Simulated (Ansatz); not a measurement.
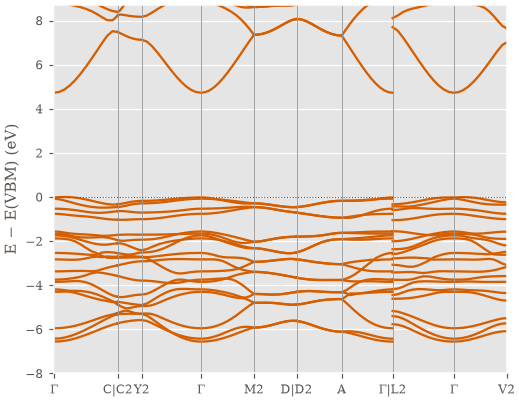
*Band structure from r²SCAN (plane waves, PAW; program Ansatz)*

Task: Read off the gap and where the band edges lie.

Result: About 4.7 eV (4.72 eV by a search for the band edges); maximum on the Γ–C line, 17 % of the way from Γ, minimum at Γ.

Task: Pick the material that matches.
(A) TiO2, C2/m (Pearson symbol mS24)
(B) Ta2O5, C2/c (Ta on 8f, O on 8f, O on 8f, O on 4e)
(C) Al2O3, Cc (Pearson symbol mS20)
(D) C, C2/m (C on 4i, C on 4i, C on 4i, C on 4i)

Result: C, Al2O3, Cc (Pearson symbol mS20)

The start of the workflow was typed in or built on a structure type; neither database checked (COD, Materials Project) lists it. It is not the phase usual at ambient conditions (space group No. 167). The r²SCAN relaxation kept the symmetry of its start; whether a distortion lowers the energy is not shown.

Potentials: the earlier of the program's two PAW sets.
